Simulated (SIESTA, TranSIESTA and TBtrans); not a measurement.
Device: Pd chain with one Nb atom in place of Pd. Leads: straight Pd chain, spacing 2.5 Å. Geometry: 3 atoms about the centre moved by SIESTA (PBE, DZP) to a largest force of 0.01 eV/Å, all others as built, motion along the axis alone. Transport runs along z; the first 6 and the last 6 of the 19 atoms are the lead cells, repeated to infinity.

```xyz
19
Lattice="9.000 0.000 0.000 0.000 9.000 0.000 0.000 0.000 47.350" Properties=species:S:1:pos:R:3 pbc="F F T"
Pd     4.500     4.500     0.000
Pd     4.500     4.500     2.500
Pd     4.500     4.500     5.000
Pd     4.500     4.500     7.500
Pd     4.500     4.500    10.000
Pd     4.500     4.500    12.500
Pd     4.500     4.500    15.000
Pd     4.500     4.500    17.500
Pd     4.500     4.500    20.097
Nb     4.500     4.500    22.425
Pd     4.500     4.500    24.753
Pd     4.500     4.500    27.350
Pd     4.500     4.500    29.850
Pd     4.500     4.500    32.350
Pd     4.500     4.500    34.850
Pd     4.500     4.500    37.350
Pd     4.500     4.500    39.850
Pd     4.500     4.500    42.350
Pd     4.500     4.500    44.850
```
Starting moments (μB): atom 7 +0.7, atom 8 +0.7, atom 9 +0.7, atom 10 +1, atom 11 +0.7, atom 12 +0.7, atom 13 +0.7; lead atoms +0.7 (left) and +0.7 (right).

TranSIESTA and TBtrans, PBE, DZP numerical orbitals (energy shift 0.15 eV), PseudoDojo norm-conserving scalar-relativistic potentials, mesh cutoff 200 Ry, 300 K, spin-polarised (collinear), no spin-orbit coupling; self-consistent non-equilibrium Green functions.

Energies count from the leads' Fermi level. Transmissions are for each spin. The energy step is 0.01 eV; narrower resonances are cut or missed.

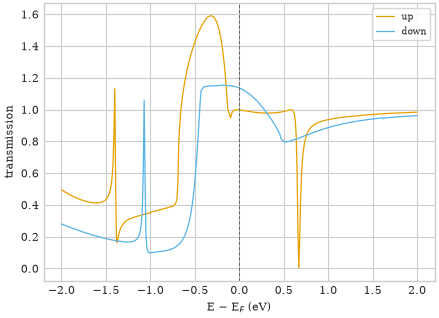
Transmission against energy

| E (eV) | T up | T down | lead channels up | down |
|---|---|---|---|---|
| -2.00 | 0.50 | 0.28 | 3 | 3 |
| -1.80 | 0.44 | 0.24 | 3 | 3 |
| -1.60 | 0.41 | 0.20 | 3 | 3 |
| -1.40 | 1.13 | 0.18 | 3 | 3 |
| -1.20 | 0.32 | 0.17 | 3 | 3 |
| -1.00 | 0.35 | 0.098 | band edge | 3 |
| -0.80 | 0.38 | 0.12 | band edge | 3 |
| -0.60 | 1.22 | 0.23 | band edge | band edge |
| -0.40 | 1.55 | 1.14 | 4 | band edge |
| -0.20 | 1.42 | 1.15 | 4 | band edge |
| 0.00 | 1.00 | 1.14 | 1 | 4 |
| 0.20 | 0.98 | 1.05 | 1 | 4 |
| 0.40 | 0.98 | 0.90 | 1 | 4 |
| 0.60 | 1.00 | 0.81 | 1 | 1 |
| 0.80 | 0.88 | 0.85 | 1 | 1 |
| 1.00 | 0.94 | 0.89 | 1 | 1 |
| 1.20 | 0.95 | 0.91 | 1 | 1 |
| 1.40 | 0.96 | 0.93 | 1 | 1 |
| 1.60 | 0.97 | 0.95 | 1 | 1 |
| 1.80 | 0.98 | 0.95 | 1 | 1 |
| 2.00 | 0.98 | 0.96 | 1 | 1 |

The magnetic order of the leads was set by the start, and no other order was tried; the separate lead runs end at 0.76 (left) and 0.76 (right) μB an atom. The straight chain is held at its spacing; free chains may zigzag or dimerise.
